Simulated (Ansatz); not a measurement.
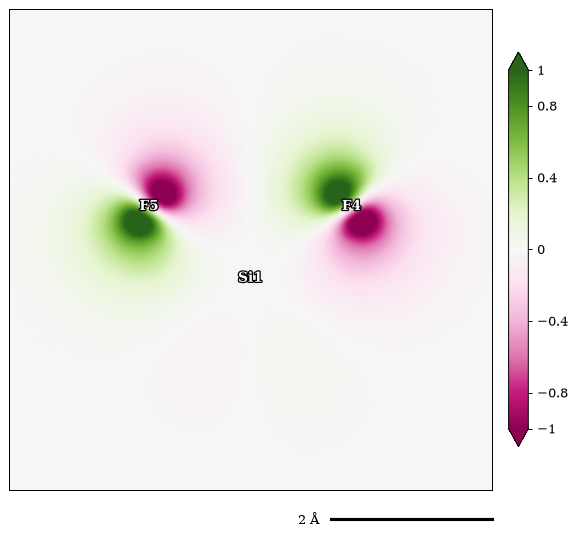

The picture shows: SiF4. The HOMO on the plane of atoms F4, Si1 and F5 (values in Å⁻³ᐟ²; the overall sign is arbitrary).

Level of theory: Hartree-Fock, Gaussian basis def2-TZVP (Ansatz 0.2.0).

```tsv
atom	x (Å)	y (Å)	z (Å)
Si	0.0000	0.0000	0.0000
F	0.8893	0.8893	0.8893
F	0.8893	-0.8893	-0.8893
F	-0.8893	0.8893	-0.8893
F	-0.8893	-0.8893	0.8893
```

### What is the character of this orbital?

It lies mainly on F4 (about 35 %), F5 (about 35 %), F3 (about 10 %) and F2 (about 10 %); largely a combination of lone pairs on F4, F5, F3 and F2. It is one of a degenerate set, so its orientation is arbitrary. Its energy is −18.47 eV.
